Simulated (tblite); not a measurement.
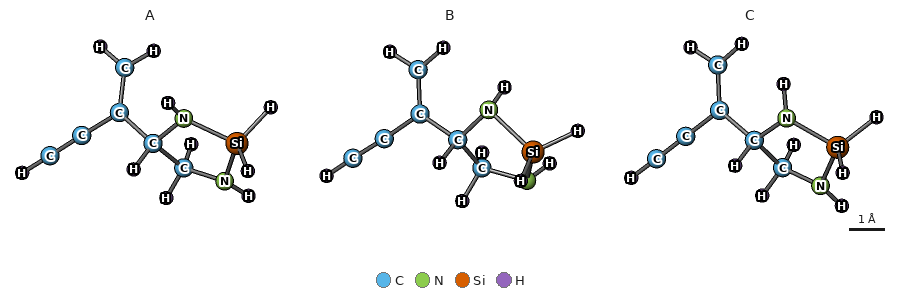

3 geometries from one relaxation of C6H10N2Si, in shuffled order. A ball-and-stick model, seen from a free direction.

Method: GFN2-xTB geometry optimisation, gas phase in tblite. 

Order the frames from highest to lowest energy.

B, C, A. They are steps 0, 77, 174, at +101.8 kJ/mol, +14.7 kJ/mol relative to the last. After 174 geometry steps the energy has fallen by 101.8 kJ/mol. An H atom moves most after the best rigid fit: 1.92 Å. By element the largest moves are H 1.92 Å, Si 0.32 Å, N 0.30 Å, C 0.27 Å. Near-neighbour distances that change, for instance: N–Si 1.818 → 1.720 Å, C–C 1.484 → 1.537 Å, H–N 1.042 → 1.006 Å, C–H 1.130 → 1.095 Å. Among the angles between lasting bonds that change: Si–N–H 104.1° → 123.7°, C–N–Si 97.6° → 112.6°, C–N–H 105.9° → 113.6°.
